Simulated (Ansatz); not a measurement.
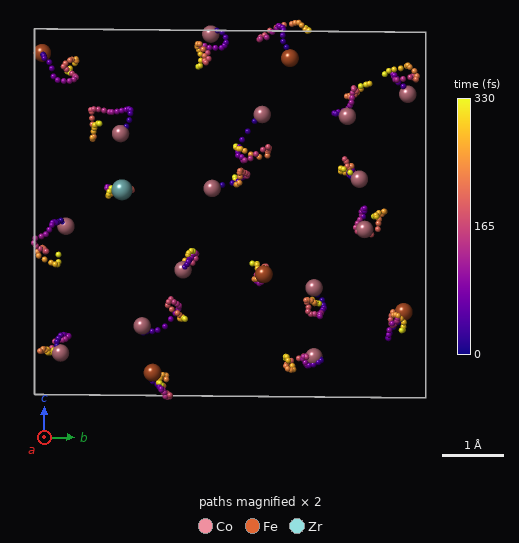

First-principles dynamics of an amorphous cell of composition ZrFe5Co14 (20 atoms in the cell), 330 fs long. It starts from the last geometry of an earlier run, with fresh velocities. Dots mark each atom's position at evenly spaced times, coloured by time; spheres stand at the starting positions. The excursions are magnified 2 times. Seen along the a axis in the simulation cell.

Theory: DFT PBE, scalar-relativistic, plane waves, PAW (Ansatz). Run with plane-wave cutoff 420 eV; k-point mesh 1 × 1 × 1; Fermi-Dirac smearing 0.05 eV; set temperature 300 K; time step 3 fs.

### Describe the motion.

In the second half of the run the atoms are, in the root-mean-square, this far from where they began (common drift taken out): Fe 0.26 Å, Co 0.24 Å, Zr 0.17 Å. That is small against the typical shortest distance between atoms in the first frame, about 2.3 Å: the atoms vibrate about their sites and the arrangement holds.

Limits of the set-up: the k-point mesh is coarse for a cell with partly filled bands; the periodic images lie only 6.0 Å apart, so the values are limited by the cell's size.
